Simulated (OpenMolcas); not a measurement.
**Run report: AlClF (charge +1), single-point calculation**

- system: AlClF, charge +1
- method: CASPT2/STO-3G (OpenMolcas 26.06)

The geometry is that of the parent species in another charge or spin state. The geometry comes from this level: GFN2-xTB.

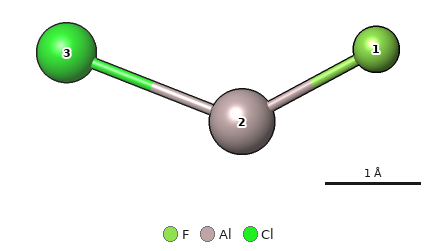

The structure (ball-and-stick view, seen at a tilt; atoms are numbered from 1 in the order of the input). Sticks mark near contacts. Bond lengths as drawn: Al–Cl 2.05 Å and Al–F 1.66 Å.

### Input
```
* AlClF CASPT2
&GATEWAY
BasLib=$CurrDir
Coord
3
angstrom
F       -1.102140       1.122520      -0.489250
Al      -0.334980      -0.328550      -0.216760
Cl       1.437120      -0.793970       0.706020
Basis=STO-3G
Group=NoSym
&SEWARD
&RASSCF
FileOrb=$CurrDir/step2.RasOrb
Spin=1
Nactel=2 0 0
Inactive=18
Ras2=2
OrbListing=Nothing
&CASPT2
Imaginary=0.1
Frozen=11
```

Run on 1 thread of Arm Neoverse V1, 24 GiB of memory available, shared host.

Command:
```bash
export MOLCAS_MEM=1860
pymolcas step3.input > step3.log
```

### Output
```
--- Start Module: gateway ---

                                              &GATEWAY

                       available to each process: 1.9 GB of memory, 1 thread

 Basis Set     1 Label: F.STO-3G
 Basis set is read from library:.
 basistype.tbl is not found

 Basis Set     2 Label: AL.STO-3G
 Basis set is read from library:.
 basistype.tbl is not found

 Basis Set     3 Label: CL.STO-3G
 Basis set is read from library:.
 basistype.tbl is not found

++    Symmetry information:
      ---------------------

                    Character Table for C1

                             E
                    a        1  x, y, xy, Rz, z, xz, Ry, yz, Rx, I
--

++    Basis set information:
      ----------------------

      Basis set label: F.STO-3G.........

      Electronic valence basis set:
      ------------------
      Associated Effective Charge   9.000000 au
      Associated Actual Charge      9.000000 au
      Nuclear Model: Point charge

      Shell  nPrim  nBasis  Cartesian Spherical Contaminant
         s       6       2        X
         p       3       1        X

      Basis set label: AL.STO-3G.........

      Electronic valence basis set:
      ------------------
      Associated Effective Charge  13.000000 au
      Associated Actual Charge     13.000000 au
      Nuclear Model: Point charge

      Shell  nPrim  nBasis  Cartesian Spherical Contaminant
         s       9       3        X
         p       6       2        X

      Basis set label: CL.STO-3G.........

      Electronic valence basis set:
      ------------------
      Associated Effective Charge  17.000000 au
      Associated Actual Charge     17.000000 au
      Nuclear Model: Point charge

      Shell  nPrim  nBasis  Cartesian Spherical Contaminant
         s       9       3        X
         p       6       2        X
--

++    Molecular structure info:
      -------------------------

                    ************************************************
                    **** Cartesian Coordinates / bohr, angstrom ****
                    ************************************************

     Center  Label                x              y              z                     x              y              z
        1      F1              -2.082743       2.121255      -0.924549             -1.102140       1.122520      -0.489250
        2      AL2             -0.633020      -0.620870      -0.409617             -0.334980      -0.328550      -0.216760
        3      CL3              2.715763      -1.500386       1.334184              1.437120      -0.793970       0.706020

                    ***************************************
                    *    InterNuclear Distances / bohr    *
                    ***************************************

               1 F1            2 AL2           3 CL3
    1 F1       0.000000
    2 AL2      3.144217        0.000000
    3 CL3      6.422135        3.876692        0.000000

                    *******************************************
                    *    InterNuclear Distances / angstrom    *
                    *******************************************

               1 F1            2 AL2           3 CL3
    1 F1       0.000000
    2 AL2      1.663848        0.000000
    3 CL3      3.398448        2.051457        0.000000
--

            Nuclear Potential Energy            118.04238838 au

--- Stop Module: gateway /rc=_RC_ALL_IS_WELL_ ---

--- Start Module: seward ---

                                              &SEWARD

                       available to each process: 1.9 GB of memory, 1 thread

               SEWARD will generate:
                  Multipole Moment integrals up to order  2
                  Kinetic Energy integrals
                  Nuclear Attraction integrals (point charge)
                  One-Electron Hamiltonian integrals
                  Velocity integrals
                  Orbital angular momentum around (  0.4734  -0.3572   0.2228 )
                  Velocity quadrupole around (  0.4734  -0.3572   0.2228 )
                  Two-Electron Repulsion integrals

                   Integrals are discarded if absolute value <: 1.00E-14
                   Integral cutoff threshold is set to       <: 1.00E-16

            Nuclear Potential Energy            118.04238838 au

      Basis set specifications :
      Symmetry species         a
      Basis functions           23

--- Stop Module: seward /rc=_RC_ALL_IS_WELL_ ---

--- Start Module: rasscf ---

                                              &RASSCF

                       available to each process: 1.9 GB of memory, 1 thread

      Header of the ONEINT file:
      --------------------------

      OrdInt status: non-squared

      Cartesian coordinates in angstrom:
      -----------------------------------------------------
      No.  Label        X            Y            Z
      -----------------------------------------------------
       1   F1        -1.10214000   1.12252000  -0.48925000
       2   AL2       -0.33498000  -0.32855000  -0.21676000
       3   CL3        1.43712000  -0.79397000   0.70602000
      -----------------------------------------------------
      Nuclear repulsion energy =  118.04238838

++    Wave function specifications:
      -----------------------------

      Number of closed shell electrons          36
      Number of electrons in active shells       2
      Max number of holes in RAS1 space          0
      Max nr of electrons in RAS3 space          0
      Number of inactive orbitals               18
      Number of active orbitals                  2
      Number of secondary orbitals               3
      Spin quantum number                      0.0
      State symmetry                             1
--

++    Orbital specifications:
      -----------------------

      Symmetry species                           1
                                                 a
      Frozen orbitals                            0
      Inactive orbitals                         18
      Active orbitals                            2
      RAS1 orbitals                              0
      RAS2 orbitals                              2
      RAS3 orbitals                              0
      Secondary orbitals                         3
      Deleted orbitals                           0
      Number of basis functions                 23
--

++    CI expansion specifications:
      ----------------------------

      Number of CSFs                             3
      Number of spin combinations                3
      Number of determinants                     4
      Number of root(s) required                 1
      Root chosen for geometry opt.              1
      CI root used                               1

      highest root included in the CI            1
      max. size of the explicit Hamiltonian      3
--

++    Optimization specifications:
      ----------------------------

      RASSCF algorithm: Conventional
      Maximum number of macro iterations       200
      Maximum number of SX iterations          100
      Threshold for RASSCF energy            1.000E-08
      Threshold for max MO rotation          1.000E-01
      Threshold for max BLB element          1.000E-04
      Level shift parameter                  5.000E-01
      Make Quasi-Newton update
--

      The MO-coefficients are taken from the file:
      step2.RasOrb
      Title: RASSCF average (pseudo-natural) orbitals

      Total molecular charge    1.00

      ************************************************************************************************************************
      *                                            Wave function control section                                             *
      ************************************************************************************************************************

                                         RASSCF iterations: Energy and convergence statistics
                                         ----------------------------------------------------

          iter iter root      energy       change     param      element    value   shift minimum  type update hh:mm:ss
 Nr of preliminary CI iterations:   1
        1   1    4    1  -791.52482452    0.00E+00  -8.29E-06   19  23 1 -2.08E-06   0.00   0.00    SX    NO    0:00:00
        2   1    3    1  -791.52482452   -3.49E-11  -3.37E-06   14  23 1  1.11E-06   0.00   0.00    SX    NO    0:00:00
        3   1    3    1  -791.52482452   -8.41E-12  -1.49E-06   16  23 1 -7.05E-07   0.00   0.00    SX    NO    0:00:00
        4   1    2    1  -791.52482452   -9.09E-13  -7.92E-07   16  23 1 -4.57E-07   0.00   0.00    SX    NO    0:00:00
      Convergence after  4 iterations
        5   1    2    1  -791.52482452    3.41E-13  -7.92E-07   16  23 1 -2.81E-07   0.00   0.00    SX    NO    0:00:00

      ************************************************************************************************************************
                                                      Wave function printout:
                       occupation of active orbitals, and spin coupling of open shells (u,d: Spin up or down)
      ************************************************************************************************************************

      Note: transformation to natural orbitals
      has been made, which may change the order of the CSFs.

      printout of CI-coefficients larger than  0.05 for root  1
      energy=    -791.524825
      conf/sym  11     Coeff  Weight
             1  20   0.99196 0.98399
             3  02  -0.12654 0.01601

      Natural orbitals and occupation numbers for root  1
      sym 1:   1.967975   0.032025

      ************************************************************************************************************************
      *                                                    Final results                                                     *
      ************************************************************************************************************************

++    Final optimization conditions:
      ------------------------------

      Average CI energy                            -791.52482452
      RASSCF energy for state  1                   -791.52482452
      Super-CI energy                                -0.00000000
      RASSCF energy change                            0.00000000
      Max change in MO coefficients               8.228E-07
      Max non-diagonal density matrix element    -7.919E-07
      Maximum BLB matrix element                 -2.806E-07
      (orbital pair  16,  23 in symmetry   1)
      Norm of electronic gradient            4.643E-07
--

      Final state energy(ies):
      ------------------------

::    RASSCF root number  1 Total energy:   -791.52482452
      Von Neumann Entropy (Root   1) =  0.11842

      Mulliken population analysis for root number:  1
      -----------------------------------------------

++    Molecular charges:
      ------------------

      Mulliken charges per centre
      ---------------------------

                F1      AL2     CL3
      Total    9.2034 11.6171 17.1795

      N-E     -0.2034  1.3829 -0.1795

      Total electronic charge=   38.000000

      Total            charge=    1.000000
--

      Expectation values of various properties for root number:  1
      -----------------------------------------------------------

++    Molecular properties:
      ---------------------

      Charge (e):
                      =    1.0000
      Dipole Moment (debye):
      Origin of the operator (angstrom)=    0.2505   -0.1890    0.1179
                   X= -4.0684E+00               Y= -2.2857E+00               Z= -2.4594E+00           Total=  5.2749E+00
      Center of Charge (angstrom)
                     X=   -0.59652006               Y=   -0.66492363               Z=   -0.39411610
      Quadrupole Moment (debye*angstrom):
      Origin of the operator (angstrom)=    0.2505   -0.1890    0.1179
                  XX= -2.1229E+01              XY=  4.1278E+00              XZ=  1.0872E-01              YY= -2.3289E+01
                  YZ=  1.9926E+00              ZZ= -2.0399E+01
      In traceless form (debye*angstrom)
                  XX=  6.1509E-01              XY=  6.1917E+00              XZ=  1.6309E-01              YY= -2.4748E+00
                  YZ=  2.9889E+00              ZZ=  1.8597E+00
--

      Average orbitals are written to the RASORB file
      Natural orbitals for root   1 are written to the RASORB.1 file
      Spin density orbitals for root   1 are written to the SPDORB.1 file

--- Stop Module: rasscf /rc=_RC_ALL_IS_WELL_ ---

--- Start Module: caspt2 ---

                                              &CASPT2

                       available to each process: 1.9 GB of memory, 1 thread

 ###############################################################################
 ###    WARNING: User changed nr of frozen orbitals.                         ###
 ###############################################################################

++    Wave function specifications:
      -----------------------------

      Number of closed shell electrons          14
      Number of electrons in active shells       2
      Max number of holes in RAS1 space          0
      Max number of electrons in RAS3 space      0
      Number of inactive orbitals                7
      Number of active orbitals                  2
      Number of secondary orbitals               3
      Spin quantum number                      0.0
      State symmetry                             1
      Number of CSFs                             3
      Number of CASSCF root(s) available         1
      CASPT2 state passed to geometry opt.       1
      A file JOBMIX will be created
      This is a CASSCF or RASSCF reference function
--

++    Orbital specifications:
      -----------------------

      Symmetry species                           1
                                                 a
      Frozen orbitals                           11
      Inactive orbitals                          7
      Active orbitals                            2
      Secondary orbitals                         3
      Deleted orbitals                           0
      Number of basis functions                 23
--

++    CASPT2 specifications:
      ----------------------

      Type of calculation                        SS-CASPT2
      Fock operator                              state-specific
      IPEA shift                                 0.25
      Real shift                                 0.00
      Imaginary shift                            0.10
      The input orbitals will be transformed to quasi-canonical
--

--------------------------------------------------------------------------------
 Estimated memory requirements:
  POLY3 :                   250070
  RHS:                      250660
  SIGMA :                   250672
  PRPCTL:                        0
 Available workspace:    232491462

++ CASPT2 computation for group   1

********************************************************************************
 Multi-State initialization phase begins for group   1
--------------------------------------------------------------------------------
********************************************************************************
 Compute H0 matrices for state    1
--------------------------------------------------------------------------------
--------------------------------------------------------------------------------
 H0 matrices have been computed.

********************************************************************************
  CASPT2 EQUATION SOLUTION
--------------------------------------------------------------------------------

  Total nr of CASPT2 parameters:
   Before reduction:        1025
   After  reduction:         789

 Variance of |WF0>:       0.0868853629

 The contributions to the second order correlation energy in atomic units.
-----------------------------------------------------------------------------------------------------------------------------
  IT.      VJTU        VJTI        ATVX        AIVX        VJAI        BVAT        BJAT        BJAI        TOTAL       RNORM
-----------------------------------------------------------------------------------------------------------------------------
   1     0.000000   -0.001378    0.000000   -0.005751   -0.009402   -0.000368   -0.001755   -0.030641   -0.049295    0.007135
   2    -0.000000   -0.001453    0.000000   -0.005895   -0.009508   -0.000379   -0.001791   -0.030911   -0.049939    0.000919
   3    -0.000000   -0.001456    0.000000   -0.005893   -0.009496   -0.000379   -0.001791   -0.030897   -0.049912    0.000167
   4    -0.000000   -0.001456    0.000000   -0.005890   -0.009496   -0.000379   -0.001790   -0.030891   -0.049903    0.000021
   5    -0.000000   -0.001456    0.000000   -0.005890   -0.009496   -0.000379   -0.001790   -0.030891   -0.049903    0.000004
-----------------------------------------------------------------------------------------------------------------------------

  FINAL CASPT2 RESULT:

      Reference energy:        -791.5248245166
      E2 (Non-variational):      -0.0499032963
      Shift correction:          -0.0001826373
      E2 (Variational):          -0.0500859336
      Total energy:            -791.5749104502
      Residual norm:              0.0000004856
      Reference weight:           0.96997

      Contributions to the CASPT2 correlation energy
      Active & Virtual Only:         -0.0003794887
      One Inactive Excited:          -0.0076802556
      Two Inactive Excited:          -0.0418435521

++ Denominators, etc.
--------------------------------------------------------------------------------------------------------------
 Report on small energy denominators, large coefficients, and large energy contributions.
CASE  SYMM ACTIVE-MIX  NON-ACTIVE INDICES          DENOMINATOR     RHS VALUE       COEFFICIENT     CONTRIBUTION
AIVX     1  Mu1.0002  In1.018 Se1.021               1.36025159     -0.04348149      0.03216776     -0.00139870
AIVX     1  Mu1.0002  In1.017 Se1.022               1.43920410      0.04162848     -0.02910240     -0.00121149
VJAIP    1  Mu1.0001  Se1.023 In1.014 In1.014       1.73482218      0.05442533     -0.03829204     -0.00208406
VJAIP    1  Mu1.0001  Se1.023 In1.016 In1.014       1.69578916      0.03584404     -0.02866964     -0.00102764
VJAIM    1  Mu1.0001  Se1.021 In1.015 In1.014       1.41815594      0.03215474     -0.02592818     -0.00083371
VJAIM    1  Mu1.0001  Se1.022 In1.016 In1.014       1.49165866      0.03653162     -0.02829980     -0.00103384
BJAIP    1  Se1.023 In1.014 Se1.023 In1.014         2.09629267      0.09653725     -0.04966522     -0.00479454
BJAIP    1  Se1.021 In1.014 Se1.023 In1.015         1.77962643      0.05516053     -0.03273876     -0.00180589
BJAIP    1  Se1.021 In1.015 Se1.021 In1.015         1.46296019      0.04010581     -0.02728666     -0.00109435
BJAIP    1  Se1.022 In1.014 Se1.023 In1.016         1.85312915      0.04826614     -0.02964269     -0.00143074
BJAIP    1  Se1.023 In1.014 Se1.023 In1.016         2.05725965      0.05183480     -0.02787752     -0.00144503
BJAIP    1  Se1.022 In1.016 Se1.022 In1.016         1.60996563      0.04084024     -0.02811921     -0.00114840
BJAIM    1  Se1.021 In1.014 Se1.022 In1.015         1.77962643     -0.07147799      0.04225735     -0.00302047
BJAIM    1  Se1.022 In1.014 Se1.022 In1.016         1.85312915     -0.07779831      0.04473203     -0.00348008
BJAIM    1  Se1.021 In1.015 Se1.021 In1.016         1.53646291      0.04936340     -0.03377480     -0.00166724
--

   (Skipping property calculation,
    use PROP keyword to activate)
--

  Total CASPT2 energies:
::    CASPT2 Root  1     Total energy:   -791.57491045

  A NEW JOBIPH FILE NAMED 'JOBMIX' IS PREPARED.
********************************************************************************
--- Stop Module: caspt2 /rc=_RC_ALL_IS_WELL_ ---

.##################.
.# Happy landing! #.
.##################.

    Timing: Wall=1.69 User=1.12 System=0.40
```

### Results in brief

- outcome: converged
- total energy: −791.574910 hartree
- CASSCF energy: −791.524825 hartree
- basis functions: 23
- wall time: 1.9 s
- peak memory: 0.37 GiB
